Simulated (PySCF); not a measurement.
# C2F4O: vibronic structure

Aim: compute the vibronic structure of C2F4O (`O=C(F)C(F)(F)F`).

Programs: PySCF 2.14.0, with routines of our own; each step states its level. All values are computed. Atoms count from 0.

## 1. The starting structure

7 atoms, charge 0, multiplicity 1; geometry from: GFN2-xTB.

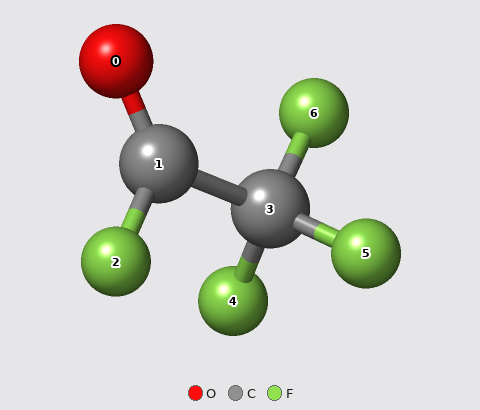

The starting geometry (oxygen red, carbon grey, fluorine green).

## 2. Vibronic structure: TDDFT CAM-B3LYP/6-31+G*

Job settings and geometry (Å):

```
{"job": {"kind": "vib", "xc": "CAM-B3LYP", "basis": "6-31+G*", "tda": false}, "charge": 0, "multiplicity": 1}
O      1.253405     1.214624    -0.775077
C      0.851533     0.222579    -0.300551
F      1.618010    -0.851970    -0.095007
C     -0.598739    -0.076099     0.177322
F     -0.622033    -0.386771     1.474466
F     -1.120458    -1.100992    -0.499520
F     -1.378384     0.983533    -0.008710
```

With the program's defaults for keys left out, this is: TDDFT CAM-B3LYP/6-31+G* vertical-gradient vibronic structure (displaced harmonic oscillators, Condon), gas phase.

The run is started by

```console
> OMP_NUM_THREADS=1 python excited_run.py task.json out
```

One launch serves the whole session: the jobs run in the order shown.

Standard output:

```text
final grid: 36744 points
cycle   1  E = -550.3564311549  dE =  1.521e+00  |g| = 1.286e+00  |ddm| = 2.785e+00
cycle   2  E = -549.9036277712  dE =  4.528e-01  |g| = 2.131e+00  |ddm| = 2.375e+00
cycle   3  E = -550.6705275721  dE = -7.669e-01  |g| = 1.999e-01  |ddm| = 1.507e+00
cycle   4  E = -550.6757138290  dE = -5.186e-03  |g| = 1.122e-01  |ddm| = 1.920e-01
cycle   5  E = -550.6778089678  dE = -2.095e-03  |g| = 1.393e-02  |ddm| = 7.558e-02
cycle   6  E = -550.6778435883  dE = -3.462e-05  |g| = 5.226e-03  |ddm| = 1.268e-02
cycle   7  E = -550.6778491091  dE = -5.521e-06  |g| = 2.093e-03  |ddm| = 5.456e-03
cycle   8  E = -550.6778500497  dE = -9.406e-07  |g| = 4.812e-04  |ddm| = 2.556e-03
cycle   9  E = -550.6778501251  dE = -7.536e-08  |g| = 9.450e-05  |ddm| = 8.360e-04
cycle  10  E = -550.6778501284  dE = -3.294e-09  |g| = 3.597e-05  |ddm| = 1.694e-04
cycle  11  E = -550.6778501288  dE = -3.899e-10  |g| = 1.258e-05  |ddm| = 6.119e-05
converged SCF energy = -550.6778501288

Singlet excitations (eV, f): 5.812 (0.0014)  8.489 (0.0008)  9.145 (0.0785)  9.536 (0.0731)  9.870 (0.0050)  10.340 (0.0012)

State S1  5.8117 eV  f = 0.00142  H->L 0.96
  relaxed dipole 0.624 D, largest gradient of the excitation energy 0.1742 Eh/bohr
  mode    cm-1        S   lambda/meV  Raman
   15   1902.8    2.9185     688.5   1.000
   14   1152.5    0.2071      29.6   0.026
    2    176.1    1.2509      27.3   0.004
   13   1120.6    0.0712       9.9   0.008
    7    536.5    0.1258       8.4   0.003
    4    354.5    0.1868       8.2   0.002
   11   1019.9    0.0510       6.5   0.005
   10    752.5    0.0417       3.9   0.002
    5    393.2    0.0466       2.3   0.001
    8    620.3    0.0090       0.7   0.000
  reorganisation energy 0.7853 eV, total S 4.910, 0-0 5.0263 eV
  absorption maximum 5.765 eV, width 0.972 eV

State S3  9.1446 eV  f = 0.07847  H-1->L 0.59, H->L+1 0.26
  relaxed dipole 0.316 D, largest gradient of the excitation energy 0.1382 Eh/bohr
  mode    cm-1        S   lambda/meV  Raman
   15   1902.8    1.6296     384.4   1.000
   11   1019.9    0.9541     120.6   0.168
   14   1152.5    0.4483      64.1   0.101
    2    176.1    0.7494      16.4   0.004
   13   1120.6    0.0957      13.3   0.020
    4    354.5    0.2982      13.1   0.006
    7    536.5    0.1615      10.7   0.008
   10    752.5    0.0381       3.6   0.004
  reorganisation energy 0.6266 eV, total S 4.381, 0-0 8.5181 eV
  absorption maximum 9.024 eV, width 0.710 eV

State S4  9.5362 eV  f = 0.07306  H->L+1 0.62, H-1->L 0.23, H->L+3 0.09
  relaxed dipole 1.932 D, largest gradient of the excitation energy 0.0964 Eh/bohr
  mode    cm-1        S   lambda/meV  Raman
   15   1902.8    0.6110     144.2   1.000
   14   1152.5    0.4829      69.0   0.290
    8    620.3    0.7491      57.6   0.130
    2    176.1    0.1896       4.1   0.003
    5    393.2    0.0820       4.0   0.006
    4    354.5    0.0829       3.6   0.005
    7    536.5    0.0221       1.5   0.003
  reorganisation energy 0.2846 eV, total S 2.225, 0-0 9.2517 eV
  absorption maximum 9.484 eV, width 0.486 eV

State T1  5.1898 eV  f = 0.00000  H->L 0.97
  relaxed dipole 0.701 D, largest gradient of the excitation energy 0.1753 Eh/bohr
  mode    cm-1        S   lambda/meV  Raman
   15   1902.8    2.8859     680.8   1.000
    2    176.1    1.4021      30.6   0.004
   14   1152.5    0.1939      27.7   0.025
    7    536.5    0.1898      12.6   0.005
   13   1120.6    0.0829      11.5   0.010
    4    354.5    0.1352       5.9   0.002
   11   1019.9    0.0314       4.0   0.003
   10    752.5    0.0398       3.7   0.002
    5    393.2    0.0156       0.8   0.000
  reorganisation energy 0.7778 eV, total S 4.979, 0-0 4.4120 eV
  absorption maximum 5.152 eV, width 0.968 eV
```

Wall time 23 s (1 thread of Arm Neoverse V2, shared host); peak memory 0.6 GiB.

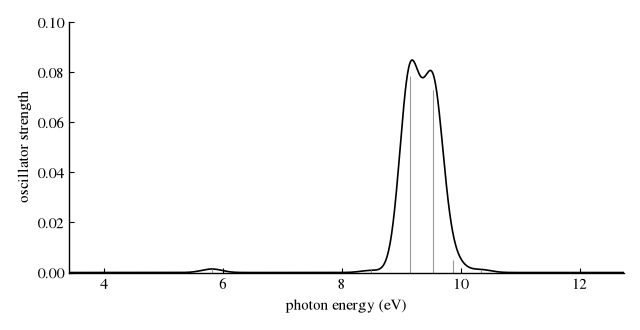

Absorption lines of the singlets. Lines are broadened to a width of 0.40 eV (Gaussian).

Orbitals, density, ELF and potential are computed afterwards from the orbital file.

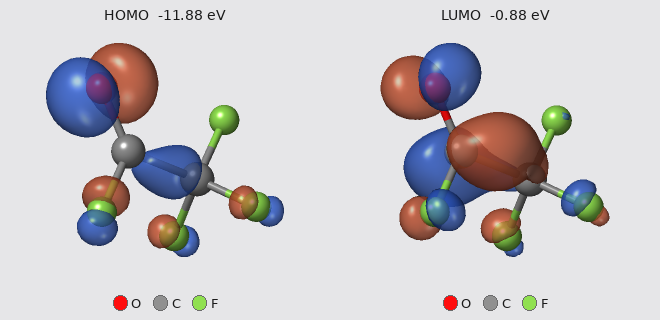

Frontier orbitals at CAM-B3LYP/6-31+G*; each surface holds 70 % of the orbital's density, blue and red mark the sign.

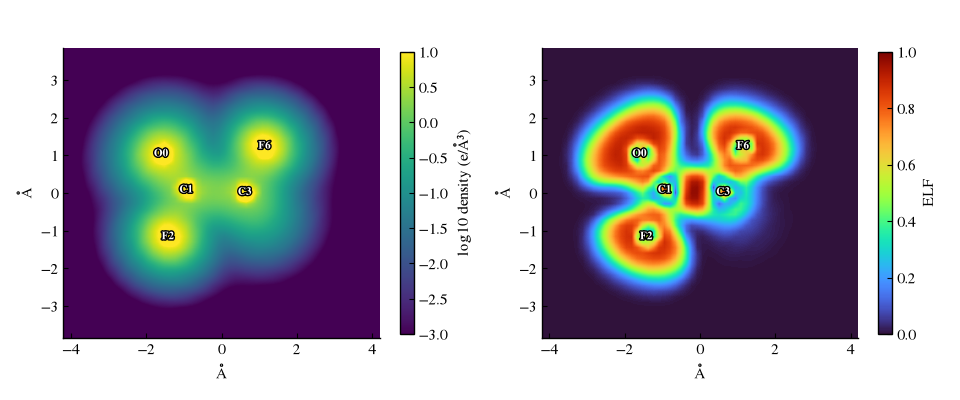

Density (left) and ELF (right) in a plane through or near 5 of the atoms.

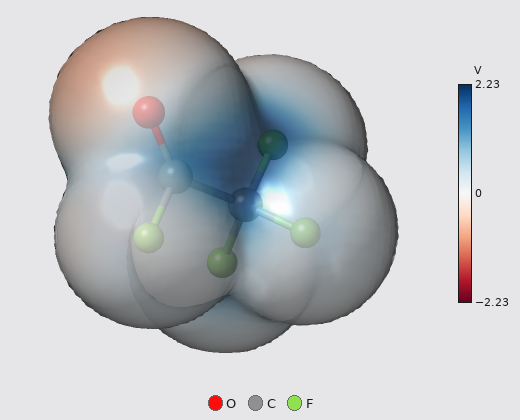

Electrostatic potential on the surface of density 0.002 e/bohr³; red is low, blue high. It runs from -0.70 V near O0 to 2.23 V near C1.

## 3. Vibronic structure: TDA CAM-B3LYP/6-31G*

Settings changed since step 2:

```diff
@@ -1,2 +1,2 @@
-{"job": {"kind": "vib", "xc": "CAM-B3LYP", "basis": "6-31+G*", "tda": false}, "charge": 0, "multiplicity": 1}
+{"job": {"kind": "vib", "xc": "CAM-B3LYP", "basis": "6-31G*", "tda": true}, "charge": 0, "multiplicity": 1}
 O      1.253405     1.214624    -0.775077
```

With the program's defaults for keys left out, this is: TDA CAM-B3LYP/6-31G* vertical-gradient vibronic structure (displaced harmonic oscillators, Condon), gas phase.

Standard output:

```text
final grid: 36744 points
cycle   1  E = -550.2777388116  dE =  1.492e+00  |g| = 1.388e+00  |ddm| = 2.830e+00
cycle   2  E = -549.7836278043  dE =  4.941e-01  |g| = 2.253e+00  |ddm| = 2.045e+00
cycle   3  E = -550.6309264925  dE = -8.473e-01  |g| = 2.009e-01  |ddm| = 1.312e+00
cycle   4  E = -550.6359756018  dE = -5.049e-03  |g| = 1.136e-01  |ddm| = 1.841e-01
cycle   5  E = -550.6381473710  dE = -2.172e-03  |g| = 1.005e-02  |ddm| = 6.698e-02
cycle   6  E = -550.6381673426  dE = -1.997e-05  |g| = 5.214e-03  |ddm| = 1.012e-02
cycle   7  E = -550.6381725521  dE = -5.209e-06  |g| = 1.535e-03  |ddm| = 4.108e-03
cycle   8  E = -550.6381731750  dE = -6.229e-07  |g| = 3.218e-04  |ddm| = 2.058e-03
cycle   9  E = -550.6381732051  dE = -3.015e-08  |g| = 7.350e-05  |ddm| = 4.084e-04
cycle  10  E = -550.6381732073  dE = -2.143e-09  |g| = 2.013e-05  |ddm| = 1.202e-04
cycle  11  E = -550.6381732074  dE = -1.149e-10  |g| = 1.087e-05  |ddm| = 3.387e-05
converged SCF energy = -550.6381732074

Singlet excitations (eV, f): 5.859 (0.0028)  8.479 (0.0020)  9.661 (0.0928)  9.853 (0.0021)  10.306 (0.0008)  10.395 (0.0218)

State S1  5.8590 eV  f = 0.00283  H->L 0.96
  relaxed dipole 0.438 D, largest gradient of the excitation energy 0.1734 Eh/bohr
  mode    cm-1        S   lambda/meV  Raman
   15   1902.8    2.9159     687.9   1.000
    2    176.1    1.1505      25.1   0.003
   14   1152.5    0.1731      24.7   0.022
    4    354.5    0.2435      10.7   0.003
   13   1120.6    0.0730      10.1   0.009
   11   1019.9    0.0723       9.1   0.007
    7    536.5    0.1273       8.5   0.003
    5    393.2    0.0490       2.4   0.001
   10    752.5    0.0252       2.4   0.001
    8    620.3    0.0054       0.4   0.000
  reorganisation energy 0.7815 eV, total S 4.837, 0-0 5.0775 eV
  absorption maximum 5.814 eV, width 0.972 eV

State S3  9.6605 eV  f = 0.09278  H-1->L 0.72, H->L+1 0.18
  relaxed dipole 1.234 D, largest gradient of the excitation energy 0.1869 Eh/bohr
  mode    cm-1        S   lambda/meV  Raman
   11   1019.9    3.6465     461.1   0.653
   14   1152.5    2.9793     425.7   0.682
   15   1902.8    1.6036     378.3   1.000
    4    354.5    1.1744      51.6   0.025
   13   1120.6    0.2488      34.6   0.054
   10    752.5    0.0975       9.1   0.010
    5    393.2    0.0956       4.7   0.003
    7    536.5    0.0601       4.0   0.003
    8    620.3    0.0178       1.4   0.001
    2    176.1    0.0266       0.6   0.000
  reorganisation energy 1.3713 eV, total S 9.952, 0-0 8.2892 eV

State S6  10.3952 eV  f = 0.02178  H-4->L 0.97
  relaxed dipole 6.686 D, largest gradient of the excitation energy 0.1809 Eh/bohr
  mode    cm-1        S   lambda/meV  Raman
   14   1152.5    7.9986    1143.0   1.000
   13   1120.6    3.0773     427.6   0.364
    8    620.3    5.1842     398.7   0.188
    5    393.2    7.1985     351.0   0.105
   15   1902.8    0.7967     187.9   0.271
   11   1019.9    0.4357      55.1   0.043
    4    354.5    0.3564      15.7   0.004
    7    536.5    0.0130       0.9   0.000
  reorganisation energy 2.5807 eV, total S 25.070, 0-0 7.8145 eV

State T1  5.1828 eV  f = 0.00000  H->L 0.97
  relaxed dipole 0.444 D, largest gradient of the excitation energy 0.1741 Eh/bohr
  mode    cm-1        S   lambda/meV  Raman
   15   1902.8    2.8542     673.3   1.000
    2    176.1    1.2566      27.4   0.004
   14   1152.5    0.1485      21.2   0.019
    7    536.5    0.1985      13.2   0.006
   13   1120.6    0.0878      12.2   0.011
    4    354.5    0.1713       7.5   0.002
   11   1019.9    0.0429       5.4   0.004
   10    752.5    0.0211       2.0   0.001
    5    393.2    0.0140       0.7   0.000
  reorganisation energy 0.7632 eV, total S 4.797, 0-0 4.4196 eV
  absorption maximum 5.158 eV, width 0.799 eV
```

Run time: 11 s. Hardware: 1 thread of Arm Neoverse V2, shared host; peak memory 0.58 GiB.

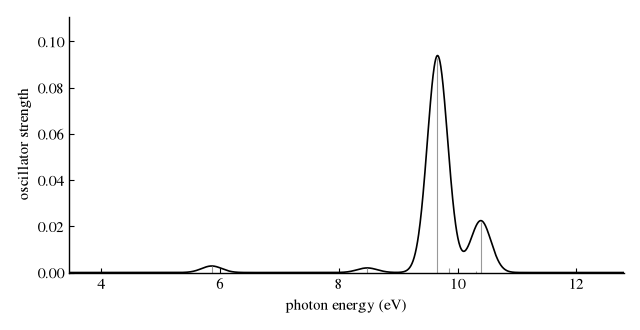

Absorption lines of the singlets. Lines are broadened to a width of 0.40 eV (Gaussian).

## 4. Vibronic structure: TDDFT LC-wPBE/def2-SVP

Settings changed since step 3:

```diff
@@ -1,2 +1,2 @@
-{"job": {"kind": "vib", "xc": "CAM-B3LYP", "basis": "6-31G*", "tda": true}, "charge": 0, "multiplicity": 1}
+{"job": {"kind": "vib", "xc": "LC-wPBE", "basis": "def2-SVP", "tda": false}, "charge": 0, "multiplicity": 1}
 O      1.253405     1.214624    -0.775077
```

Level: TDDFT LC-wPBE/def2-SVP vertical-gradient vibronic structure (displaced harmonic oscillators, Condon), gas phase.

Standard output:

```text
final grid: 36744 points
cycle   1  E = -549.6928494199  dE =  1.501e+00  |g| = 1.424e+00  |ddm| = 2.906e+00
cycle   2  E = -549.4917376658  dE =  2.011e-01  |g| = 1.893e+00  |ddm| = 2.046e+00
cycle   3  E = -550.0774181665  dE = -5.857e-01  |g| = 1.493e-01  |ddm| = 1.164e+00
cycle   4  E = -550.0803953730  dE = -2.977e-03  |g| = 8.594e-02  |ddm| = 1.390e-01
cycle   5  E = -550.0816607392  dE = -1.265e-03  |g| = 1.177e-02  |ddm| = 5.752e-02
cycle   6  E = -550.0817043773  dE = -4.364e-05  |g| = 4.273e-03  |ddm| = 1.555e-02
cycle   7  E = -550.0817103773  dE = -6.000e-06  |g| = 1.984e-03  |ddm| = 6.049e-03
cycle   8  E = -550.0817115069  dE = -1.130e-06  |g| = 5.245e-04  |ddm| = 2.694e-03
cycle   9  E = -550.0817116014  dE = -9.443e-08  |g| = 1.238e-04  |ddm| = 8.676e-04
cycle  10  E = -550.0817116101  dE = -8.742e-09  |g| = 3.362e-05  |ddm| = 2.725e-04
cycle  11  E = -550.0817116106  dE = -4.846e-10  |g| = 1.578e-05  |ddm| = 6.821e-05
converged SCF energy = -550.0817116106

Singlet excitations (eV, f): 5.871 (0.0019)  8.610 (0.0011)  9.551 (0.0978)  10.470 (0.0048)  10.826 (0.0040)  10.970 (0.0225)

State S1  5.8709 eV  f = 0.00193  H->L 0.95
  relaxed dipole 0.523 D, largest gradient of the excitation energy 0.1760 Eh/bohr
  mode    cm-1        S   lambda/meV  Raman
   15   1902.8    2.9795     702.9   1.000
    2    176.1    1.0361      22.6   0.003
   14   1152.5    0.1449      20.7   0.018
    4    354.5    0.2179       9.6   0.003
   11   1019.9    0.0735       9.3   0.007
   13   1120.6    0.0666       9.2   0.008
    7    536.5    0.1329       8.8   0.004
   10    752.5    0.0156       1.5   0.001
    5    393.2    0.0263       1.3   0.000
  reorganisation energy 0.7861 eV, total S 4.696, 0-0 5.0848 eV
  absorption maximum 5.818 eV, width 0.977 eV

State S3  9.5509 eV  f = 0.09780  H-1->L 0.84, H->L+1 0.10
  relaxed dipole 1.342 D, largest gradient of the excitation energy 0.1873 Eh/bohr
  mode    cm-1        S   lambda/meV  Raman
   15   1902.8    2.3804     561.6   1.000
   11   1019.9    2.8447     359.7   0.343
   14   1152.5    2.1694     310.0   0.334
    4    354.5    0.8624      37.9   0.013
   13   1120.6    0.1942      27.0   0.028
    5    393.2    0.3162      15.4   0.006
   10    752.5    0.0278       2.6   0.002
  reorganisation energy 1.3147 eV, total S 8.803, 0-0 8.2362 eV

State S6  10.9704 eV  f = 0.02246  H-4->L 0.95
  relaxed dipole 6.369 D, largest gradient of the excitation energy 0.1784 Eh/bohr
  mode    cm-1        S   lambda/meV  Raman
   14   1152.5    8.3370    1191.3   1.000
   13   1120.6    3.3923     471.3   0.385
    8    620.3    4.2585     327.5   0.148
    5    393.2    6.7085     327.1   0.094
   15   1902.8    0.7979     188.2   0.261
   11   1019.9    0.2525      31.9   0.024
    4    354.5    0.1105       4.9   0.001
    7    536.5    0.0537       3.6   0.001
    2    176.1    0.1407       3.1   0.000
   12   1083.4    0.0107       1.4   0.001
   10    752.5    0.0053       0.5   0.000
  reorganisation energy 2.5511 eV, total S 24.072, 0-0 8.4192 eV

State T1  5.1790 eV  f = 0.00000  H->L 0.96
  relaxed dipole 0.587 D, largest gradient of the excitation energy 0.1772 Eh/bohr
  mode    cm-1        S   lambda/meV  Raman
   15   1902.8    2.9379     693.1   1.000
    2    176.1    1.1987      26.2   0.003
   14   1152.5    0.1307      18.7   0.016
    7    536.5    0.2048      13.6   0.006
   13   1120.6    0.0785      10.9   0.009
    4    354.5    0.1589       7.0   0.002
   11   1019.9    0.0460       5.8   0.004
   10    752.5    0.0158       1.5   0.001
  reorganisation energy 0.7772 eV, total S 4.778, 0-0 4.4019 eV
  absorption maximum 5.138 eV, width 0.971 eV
```

It took 14 s on 1 thread of Arm Neoverse V2, shared host; peak memory 0.58 GiB.

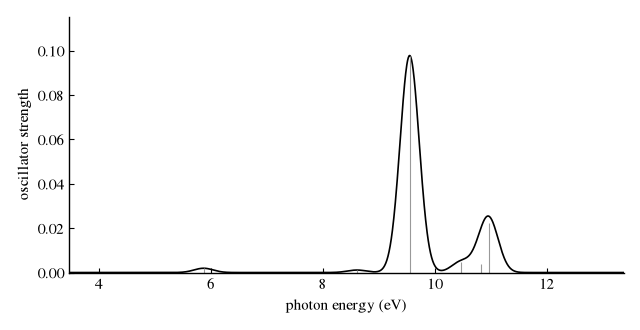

Absorption lines of the singlets. Lines are broadened to a width of 0.40 eV (Gaussian).

## 5. What came out

| quantity | value |
| --- | --- |
| S1: vertical, reorganisation, 0-0, total S (step 2, TDDFT CAM-B3LYP/6-31+G*, modes from GFN2-xTB) | 5.81, 0.79, 5.03 eV; 4.9 |
| S3: vertical, reorganisation, 0-0, total S (step 2, TDDFT CAM-B3LYP/6-31+G*, modes from GFN2-xTB) | 9.14, 0.63, 8.52 eV; 4.4 |
| S4: vertical, reorganisation, 0-0, total S (step 2, TDDFT CAM-B3LYP/6-31+G*, modes from GFN2-xTB) | 9.54, 0.28, 9.25 eV; 2.2 |
| potential on the surface of density 0.002 e/bohr³, 1st and 99th percentile | -0.70 V and 2.23 V |
| S1: vertical, reorganisation, 0-0, total S (step 3, TDA CAM-B3LYP/6-31G*, modes from GFN2-xTB) | 5.86, 0.78, 5.08 eV; 4.8 |
| S3: vertical, reorganisation, 0-0, total S (step 3, TDA CAM-B3LYP/6-31G*, modes from GFN2-xTB) | 9.66, 1.37, 8.29 eV; 10.0 |
| S6: vertical, reorganisation, 0-0, total S (step 3, TDA CAM-B3LYP/6-31G*, modes from GFN2-xTB) | 10.40, 2.58, 7.81 eV; 25.1 |
| S1: vertical, reorganisation, 0-0, total S (step 4, TDDFT LC-wPBE/def2-SVP, modes from GFN2-xTB) | 5.87, 0.79, 5.08 eV; 4.7 |
| S3: vertical, reorganisation, 0-0, total S (step 4, TDDFT LC-wPBE/def2-SVP, modes from GFN2-xTB) | 9.55, 1.31, 8.24 eV; 8.8 |
| S6: vertical, reorganisation, 0-0, total S (step 4, TDDFT LC-wPBE/def2-SVP, modes from GFN2-xTB) | 10.97, 2.55, 8.42 eV; 24.1 |

In words: The vibronic model keeps the ground-state modes (from xTB) and shifts them along the gradient alone, so it can miss much of the relaxation that a full optimisation finds. At CAM-B3LYP/6-31+G*, counted by nearest atom on the grid, the HOMO lies on O0 66 %; F2 10 %, the LUMO on C1 45 %; O0 30 %. In steps 3, 4 the harmonic model is doubtful. Where the total S runs above about 15, the geometry moves far on excitation and the harmonic model is stretched, so its 0-0 value is in doubt.
